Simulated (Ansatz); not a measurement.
BrClGeH2O2···H2O

Input

```
crystal:
  periodic: [false, false, false]
  atoms:
    - { symbol: Ge, position_ang: [0.0, 0.0, 0.0] }
    - { symbol: O, position_ang: [0.0, 0.0, 2.12] }
    - { symbol: H, position_ang: [-0.9095, -0.2814, 2.4571] }
    - { symbol: O, position_ang: [1.6691, 0.0, -0.5894] }
    - { symbol: H, position_ang: [1.9855, -0.9521, -0.7061] }
    - { symbol: O, position_ang: [-0.8337, 1.4443, -0.5894] }
    - { symbol: H, position_ang: [-1.7915, 1.2136, -0.8118] }
    - { symbol: Cl, position_ang: [-1.0456, -1.8115, -0.7393] }
    - { symbol: Br, position_ang: [1.416, 2.1354, 0.8514] }
    - { symbol: H, position_ang: [0.6903, 1.0411, 2.0012] }
basis:
  gaussian: { orbitals: def2-SVP }
hamiltonian:
  xc: hf
relax:
  f_tol: 0.15
  max_steps: 25
  restrain:
    - { distance: [0, 8], at: 2.4, k: 30.0 }
    - { distance: [9, 1], at: 1.01, k: 30.0 }
    - { distance: [0, 1], at: 2.97, k: 30.0 }
    - { distance: [9, 8], at: 2.75, k: 30.0 }
output:
  orbitals: {}
```

Command:

```sh
ansatz run input.yaml --threads 4 --pin off --max-ram 5120MiB --backend cpu --events-out ev --progress --plain --runs-dir out
```

The fields are those of the run's last geometry, not of the input's.

Not at a stationary point (largest force 1.3 eV/Å).

All numbers below come from RHF/def2-SVP in Ansatz 0.2.0.

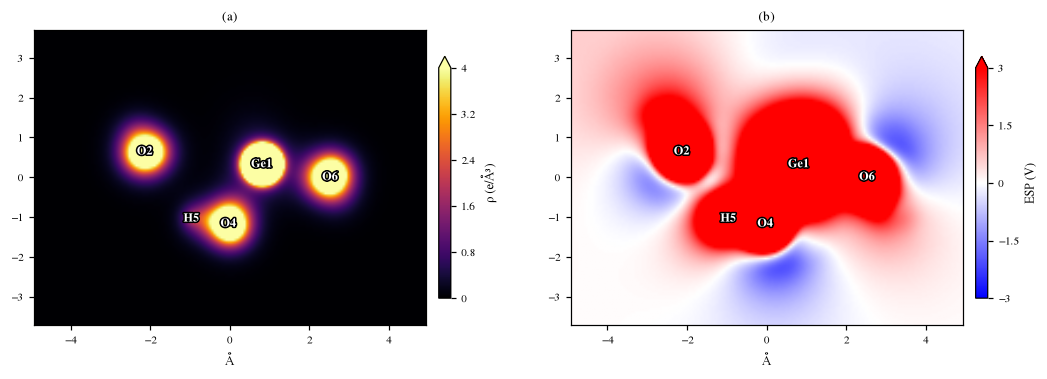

Figure 1. (a) total electron density; (b) molecular electrostatic potential on the plane of atoms Ge1, O4 and H5.

> What do the fields say about this system?

- Atoms in the plane: Ge, O and H.
- O2···H5 (2.05 Å): the density falls to about 0.14 e/Å³ on the way: a closed-shell contact with the geometry of a hydrogen bond.
- Ge–O (1.72 Å): ρ is about 1.1 e/Å³ halfway.
- O–H (0.95 Å): ρ at the midpoint is about 3.9 e/Å³.
- Outside the dense part of the complex the potential is most negative (−2.0 V) near O4.

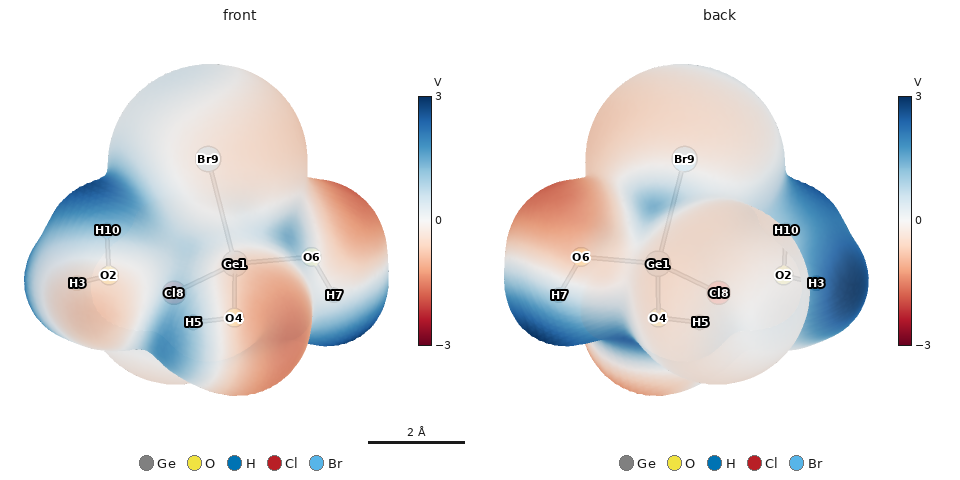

Figure 2. The molecular electrostatic potential painted on the density surface at 0.002 e/bohr³, seen from the front and from behind; the colour scale runs from red (negative) to blue (positive).

> Where is the surface potential most negative and most positive?

The most negative region (about −1.7 V) lies over O6, the most positive (about +2.9 V) over H3 and H7. O6 is the likeliest acceptor of a hydrogen bond.

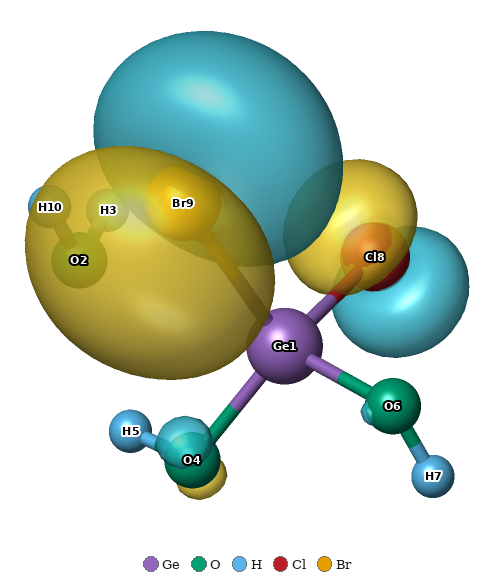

Figure 3. The HOMO at ±0.08 Å⁻³ᐟ² (yellow and cyan are the two phases), seen at an oblique angle.

> What is the character of this orbital?

It lies mainly on Br9 (about 85 %) and Cl8 (about 5 %); largely a lone pair of Br9. Its energy is −11.64 eV.
